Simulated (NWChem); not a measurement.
TiClF3: energy and gradient calculation

System: TiClF3, SMILES [F][Ti]([F])([F])[Cl].
Method: HF/STO-3G, RHF (NWChem 7.3.0).

The geometry comes from this level: PBE0-D4/def2-TZVP.

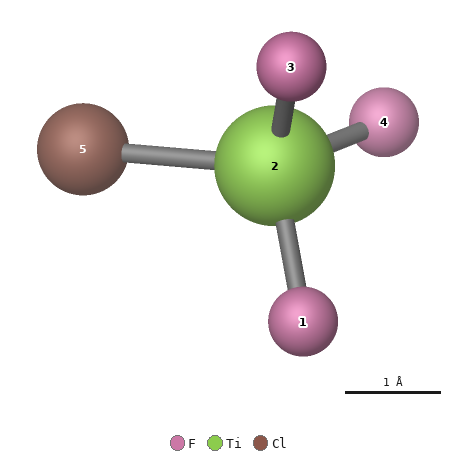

Figure 1. The input geometry (ball-and-stick view, seen at a tilt; atoms are numbered from 1 in the order of the input). Sticks mark near contacts.

Input
```
start struct
title "ClF3Ti"
memory 2200 mb
geometry units angstroms noautosym nocenter noautoz
  F     -0.887500    -0.378900     1.468700
  Ti     0.010100    -0.096600     0.009600
  F      1.642900    -0.645200     0.227200
  F     -0.721900    -0.981300    -1.292600
  Cl     0.006200     2.028300    -0.454300
end
basis "ao basis" spherical bse
  * library STO-3G
end
scf
  thresh 1e-08
  maxiter 80
  noprint "final vectors analysis"
end
task scf gradient
```

Launched with:
```bash
nwchem struct.nw > struct.out
```

Output
```
Northwest Computational Chemistry Package (NWChem) 7.3.0
             --------------------------------------------------------

           Job information
           ---------------

    nwchem branch   = 7.3.0
    use scalapack   = T
    input           = struct.nw
    prefix          = struct.
    data base       = ./struct.db
    status          = startup
    nproc           =        1

           Memory information
           ------------------

    heap     =     72089600 doubles =      550.0 Mbytes
    stack    =     72089597 doubles =      550.0 Mbytes
    global   =    144179200 doubles =     1100.0 Mbytes (distinct from heap & stack)
    total    =    288358397 doubles =     2200.0 Mbytes
    verify   = yes
    hardfail = no

           Directory information
           ---------------------

  0 permanent = .
  0 scratch   = .

                                NWChem Input Module
                                -------------------

                                      ClF3Ti
                                      ------

 Scaling coordinates for geometry "geometry" by  1.889725989
 (inverse scale =  0.529177249)

                             Geometry "geometry" -> ""
                             -------------------------

 Output coordinates in angstroms (scale by  1.889725989 to convert to a.u.)

  No.       Tag          Charge          X              Y              Z
 ---- ---------------- ---------- -------------- -------------- --------------
    1 F                    9.0000    -0.88750000    -0.37890000     1.46870000
    2 Ti                  22.0000     0.01010000    -0.09660000     0.00960000
    3 F                    9.0000     1.64290000    -0.64520000     0.22720000
    4 F                    9.0000    -0.72190000    -0.98130000    -1.29260000
    5 Cl                  17.0000     0.00620000     2.02830000    -0.45430000

      Atomic Mass
      -----------

      F                 18.998400
      Ti                45.948000
      Cl                34.968850

 Effective nuclear repulsion energy (a.u.)     393.1806001158

            Nuclear Dipole moment (a.u.)
            ----------------------------
        X                 Y               Z
 ---------------- ---------------- ----------------
     1.1888266194    27.0368766364    -7.3362942329

            XYZ format geometry
            -------------------
     5
 geometry
 F                    -0.88750000    -0.37890000     1.46870000
 Ti                    0.01010000    -0.09660000     0.00960000
 F                     1.64290000    -0.64520000     0.22720000
 F                    -0.72190000    -0.98130000    -1.29260000
 Cl                    0.00620000     2.02830000    -0.45430000

 ==============================================================================
                                internuclear distances
 ------------------------------------------------------------------------------
       center one      |      center two      | atomic units |  angstroms
 ------------------------------------------------------------------------------
    2 Ti               |   1 F                |     3.28092  |     1.73619
    3 F                |   2 Ti               |     3.28092  |     1.73619
    4 F                |   2 Ti               |     3.28086  |     1.73616
    5 Cl               |   2 Ti               |     4.11006  |     2.17495
 ------------------------------------------------------------------------------
                         number of included internuclear distances:          4
 ==============================================================================

 ==============================================================================
                                 internuclear angles
 ------------------------------------------------------------------------------
        center 1       |       center 2       |       center 3       |  degrees
 ------------------------------------------------------------------------------
    1 F                |   2 Ti               |   3 F                |   109.24
    1 F                |   2 Ti               |   4 F                |   109.24
    1 F                |   2 Ti               |   5 Cl               |   109.71
    3 F                |   2 Ti               |   4 F                |   109.24
    3 F                |   2 Ti               |   5 Cl               |   109.70
    4 F                |   2 Ti               |   5 Cl               |   109.70
 ------------------------------------------------------------------------------
                            number of included internuclear angles:          6
 ==============================================================================

 Summary of "ao basis" -> "" (spherical)
 ------------------------------------------------------------------------------
       Tag                 Description            Shells   Functions and Types
 ---------------- ------------------------------  ------  ---------------------
 *                           STO-3G                   on all atoms

                      Basis "ao basis" -> "ao basis" (spherical)
                      -----
  [basis functions not shown]

 Summary of "ao basis" -> "ao basis" (spherical)
 ------------------------------------------------------------------------------
       Tag                 Description            Shells   Functions and Types
 ---------------- ------------------------------  ------  ---------------------
 F                           STO-3G                  3        5   2s1p
 Ti                          STO-3G                  8       18   4s3p1d
 Cl                          STO-3G                  5        9   3s2p

                                 NWChem SCF Module
                                 -----------------

                                      ClF3Ti

  ao basis        = "ao basis"
  functions       =    42
  atoms           =     5
  closed shells   =    33
  open shells     =     0
  charge          =   0.00
  wavefunction    = RHF
  input vectors   = atomic
  output vectors  = ./struct.movecs
  use symmetry    = F
  symmetry adapt  = F

 Summary of "ao basis" -> "ao basis" (spherical)
 ------------------------------------------------------------------------------
       Tag                 Description            Shells   Functions and Types
 ---------------- ------------------------------  ------  ---------------------
 F                           STO-3G                  3        5   2s1p
 Ti                          STO-3G                  8       18   4s3p1d
 Cl                          STO-3G                  5        9   3s2p

 Forming initial guess at       0.0s

      Superposition of Atomic Density Guess
      -------------------------------------

 Sum of atomic energies:       -1588.09735496

      Non-variational initial energy
      ------------------------------

 Total energy =   -1587.793158
 1-e energy   =   -2979.785421
 2-e energy   =     998.811663
 HOMO         =      -0.379416
 LUMO         =       0.293177

 Starting SCF solution at       0.1s

 ----------------------------------------------
         Quadratically convergent ROHF

 Convergence threshold     :          1.000E-08
 Maximum no. of iterations :           80
 Final Fock-matrix accuracy:          1.000E-10
 ----------------------------------------------

              iter       energy          gnorm     gmax       time
             ----- ------------------- --------- --------- --------
                 1    -1588.7008181342  1.57D+00  5.09D-01      0.2
                 2    -1588.9356432413  3.46D-01  1.28D-01      0.5
                 3    -1588.9425255772  7.39D-02  3.10D-02      0.8
                 4    -1588.9430634039  1.34D-03  4.95D-04      1.2
                 5    -1588.9430637256  8.36D-07  2.70D-07      2.0
                 6    -1588.9430637256  2.83D-10  1.21D-10      2.8

       Final RHF  results
       ------------------

         Total SCF energy =  -1588.943063725584
      One-electron energy =  -2977.505119207031
      Two-electron energy =    995.381455365606
 Nuclear repulsion energy =    393.180600115841

        Time for solution =      2.7s

             Final eigenvalues
             -----------------

              1
    1 -181.7265
    2 -103.6596
    3  -25.9619
    4  -25.9619
    5  -25.9619
    6  -21.5072
    7  -18.0920
    8  -18.0916
    9  -18.0916
   10  -10.3465
   11   -7.7889
   12   -7.7857
   13   -7.7857
   14   -3.1079
   15   -2.0559
   16   -2.0559
   17   -2.0471
   18   -1.4774
   19   -1.4631
   20   -1.4631
   21   -0.9875
   22   -0.5492
   23   -0.5492
   24   -0.5429
   25   -0.5333
   26   -0.5333
   27   -0.5263
   28   -0.4996
   29   -0.4996
   30   -0.4701
   31   -0.4483
   32   -0.4002
   33   -0.4002
   34    0.2786
   35    0.2786
   36    0.2969
   37    0.3173
   38    0.3173
   39    0.3881
   40    0.6257
   41    0.7086
   42    0.7086

 center of mass
 --------------
 x =   0.01805056 y =   0.38900222 z =  -0.10664842

 moments of inertia (a.u.)
 ------------------
         885.138665518198           0.597801641532          -0.128013825104
           0.597801641532         559.314948676645          71.142725210682
          -0.128013825104          71.142725210682         869.607140543761

  Mulliken analysis of the total density
  --------------------------------------

    Atom       Charge   Shell Charges
 -----------   ------   -------------------------------------------------------
    1 F    9     9.20   2.00  1.93  5.27
    2 Ti  22    21.04   2.00  2.00  5.99  2.03  5.94  0.41  0.98  1.69
    3 F    9     9.20   2.00  1.93  5.27
    4 F    9     9.20   2.00  1.93  5.27
    5 Cl  17    17.36   2.00  2.00  5.99  1.99  5.38

       Multipole analysis of the density wrt the origin
       ------------------------------------------------

     L   x y z        total         open         nuclear
     -   - - -        -----         ----         -------
     0   0 0 0     -0.000000      0.000000     66.000000

     1   1 0 0      0.001345      0.000000      1.188827
     1   0 1 0     -0.758661      0.000000     27.036877
     1   0 0 1      0.165630      0.000000     -7.336294

     2   2 0 0    -30.924658      0.000000    128.823089
     2   1 1 0     -0.008065      0.000000      0.194246
     2   1 0 1      0.001809      0.000000     -0.069414
     2   0 2 0    -34.277959      0.000000    299.428353
     2   0 1 1      0.748757      0.000000    -37.842672
     2   0 0 2    -31.091746      0.000000    137.222647

                              NWChem Gradients Module
                              -----------------------

                                      ClF3Ti

  wavefunction    =   RHF

                         RHF ENERGY GRADIENTS

    atom               coordinates                        gradient
                 x          y          z           x          y          z
   1 F      -1.677132  -0.716017   2.775441   -0.023786  -0.005960   0.038331
   2 Ti      0.019086  -0.182548   0.018141   -0.000109   0.052391  -0.011453
   3 F       3.104631  -1.219251   0.429346    0.043262  -0.013014   0.005434
   4 F      -1.364193  -1.854388  -2.442660   -0.019389  -0.021908  -0.034821
   5 Cl      0.011716   3.832931  -0.858503    0.000022  -0.011508   0.002510

                 ----------------------------------------
                 |  Time  |  1-e(secs)   |  2-e(secs)   |
                 ----------------------------------------
                 |  CPU   |       0.00   |       0.80   |
                 ----------------------------------------
                 |  WALL  |       0.00   |       0.80   |
                 ----------------------------------------

 Task  times  cpu:        3.6s     wall:        3.6s
 Total times  cpu:        3.6s     wall:        3.6s
```

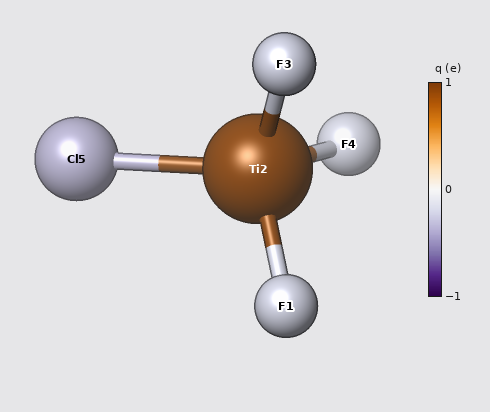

Figure 2. Mulliken charges, as the colour of each atom (ball-and-stick view, seen at a tilt; atoms are numbered from 1 in the order of the input). By element: F −0.20, Ti +0.96 and Cl −0.36 e.

Results in brief

- outcome: converged
- total energy: −1588.943064 hartree
- basis functions: 42
- largest force: 2.758 eV/Å
- dipole moment: 1.97 D
- hardware: 1 thread of Intel Xeon (Granite Rapids), 64 GiB of memory available, shared host
- wall time: 4.2 s
- peak memory: 0.096 GiB
